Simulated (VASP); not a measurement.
Band structure of Al₃Zn (space group Pm-3m). Computed with PBEsol GGA, VASP's PBE PAW potentials (set 64) (plane waves; VASP).

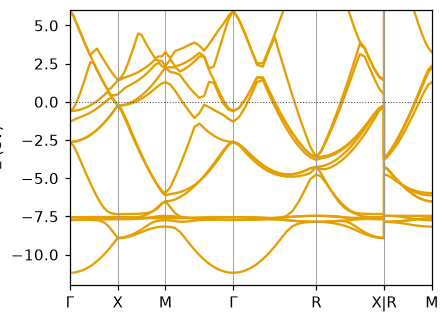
Figure. Bands along high-symmetry lines, zero at the valence-band maximum or, without a gap, the Fermi level

**Question.** Read the plot: is there a gap, and where are the band edges?

**Answer.** It has no gap at this level: it comes out as a metal or semimetal. (Edges off the drawn lines would not show.)

The structure comes from a computed database's Al3Zn entry (Pm-3m); how it stands against other phases isn't given here. It was relaxed first. The electron count is odd and the run is not spin-polarised, which forces a metal.
